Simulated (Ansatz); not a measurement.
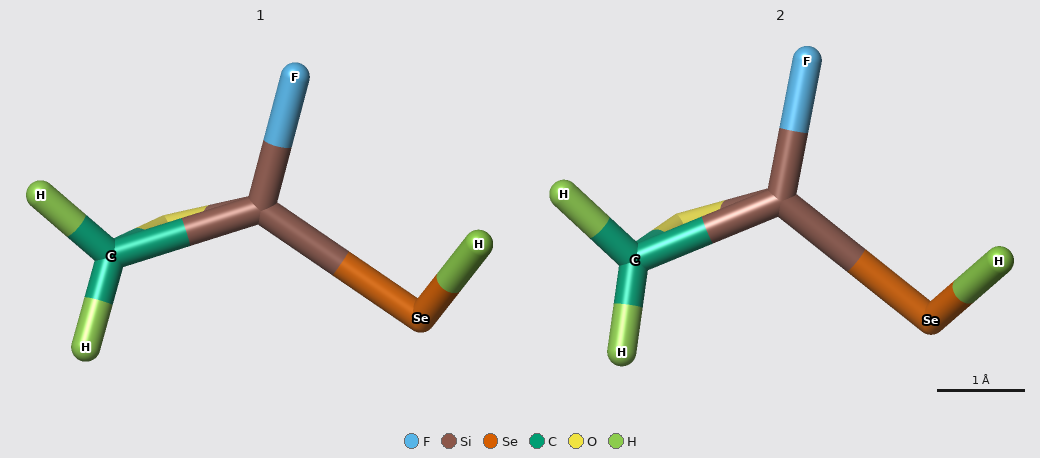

Two geometries of CH3FOSeSi (coarse preliminary run), drawn at one scale. One is the start of a relaxation, the other its converged end. A stick model, seen face on.

Level of theory: RKS PBE-D4/def2-SVP in Ansatz. Set-up: force threshold 0.03 eV/Å; at most 200 steps.

### Which one is relaxed?

Structure 1 is the relaxed one. The start comes from a force field. Over 11 geometry steps the energy falls by 51.7 kJ/mol. Largest force component: 2.6 eV/Å at the start, 0.009 eV/Å at the end. The forces were under the threshold at step 6, but the run went on from there. The largest move after the best rigid fit is that of the F atom, 0.27 Å. By element the largest moves are F 0.27 Å, H 0.20 Å, Si 0.19 Å, Se 0.13 Å, O 0.12 Å, C 0.07 Å. Some distances before and after: C–O 1.374 → 1.519 Å, O–Si 1.777 → 1.676 Å, H–Se 1.543 → 1.486 Å, C–H 1.150 → 1.108 Å. Bond angles that change, for instance: Se–Si–C 118.2° → 128.2°, H–C–H 122.5° → 113.1°, F–Si–O 109.7° → 119.0°. Cost: 18 s on 4 threads of Arm Neoverse V1, on a shared host.
